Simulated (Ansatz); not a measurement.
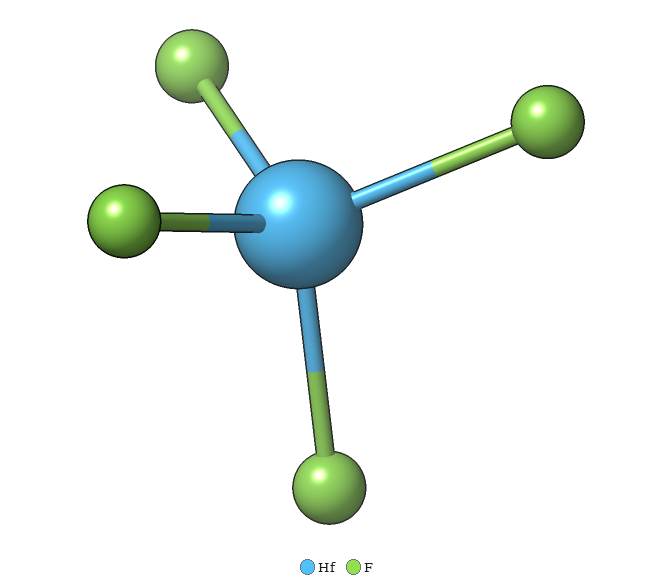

Rendered structure (ball-and-stick style). Every bond is drawn as one stick, whatever its order.

The species is neutral and a spin singlet.

> What is the molecular formula?

HfF₄, 5 atoms: 1 hafnium and 4 fluorine.

> How many bonds of each kind are drawn?

4 F–Hf. Sticks follow a distance rule.

> Give the symmetry (Schoenflies symbol).

Td.

> How many atoms are distinct by symmetry?

2: 1 Hf, 4 F.

More results for the same structure follow; atom numbers are the same in all pictures, views and colours differ. Computed geometry: PBE0-D4/def2-TZVP optimisation.

**Shape**

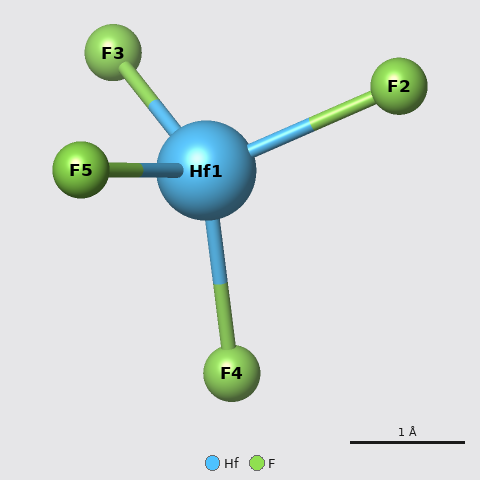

Atoms carry their numbers in the input.

> How are the neighbours of atom 1 arranged?

Hf1 has 4 neighbours (F2 at 1.90, F3 at 1.90, F4 at 1.90, F5 at 1.90 Å); the arrangement is tetrahedral.

**Vibrations**

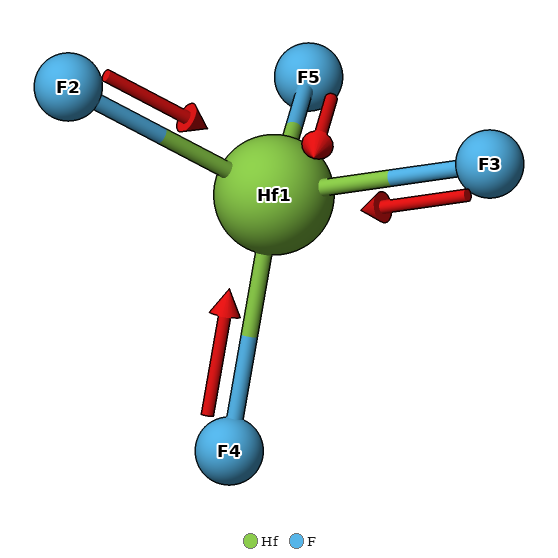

The arrows show one normal mode. Harmonic vibrations computed with RKS PBE0-D4/def2-TZVP, core potentials on Hf (Ansatz 0.2.0) at a stationary point of the same level.

> What kind of motion is it?

Mostly in-phase stretching of 4 Hf–F bonds.

> Estimate its harmonic wavenumber.

678 cm⁻¹; it is mode 9 of 9 counted from the lowest.

**Charges**

The questions are on Mulliken charges. Properties computed with RKS PBE0-D4/def2-TZVP, core potentials on Hf (Ansatz 0.2.0).

Give the Mulliken charges atom by atom.

```csv
atom,value (e)
Hf1,1.69
F2,−0.42
F3,−0.42
F4,−0.42
F5,−0.42
```

**Thermal motion**

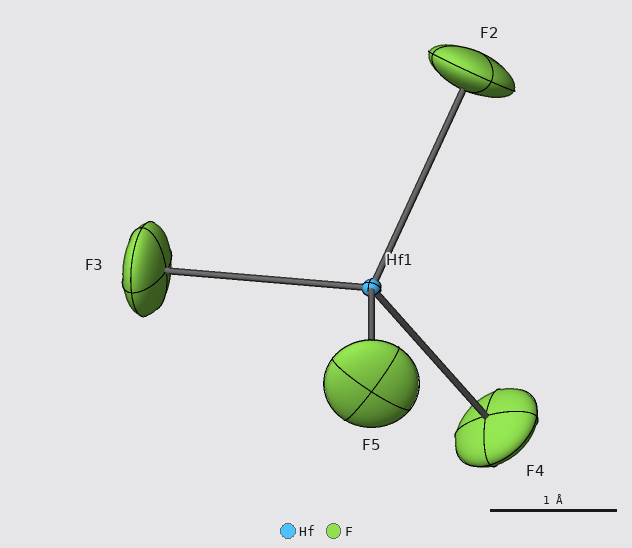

Displacement ellipsoids at the 50 % level, enlarged 2 times, from the internal vibrations of the free molecule (harmonic, no overall translation or rotation; no half-axis is drawn under 0.075 Å). Vibrations computed with RKS PBE0-D4/def2-TZVP, core potentials on Hf (Ansatz 0.2.0). Temperature: 600 K.

> Which atom moves most?

F2, F3, F4, F5, with U_eq = 0.0108 Å².

List U_eq and the three principal root-mean-square amplitudes for each kind of atom.

```csv
atom,U_eq (Å²),rms amplitudes (Å)
Hf1,0.00050,"0.022, 0.022, 0.022"
"F2, F3, F4, F5",0.0108,"0.052, 0.122, 0.122"
```

Mulliken values depend strongly on the basis set and can even reverse the polarity of a bond.
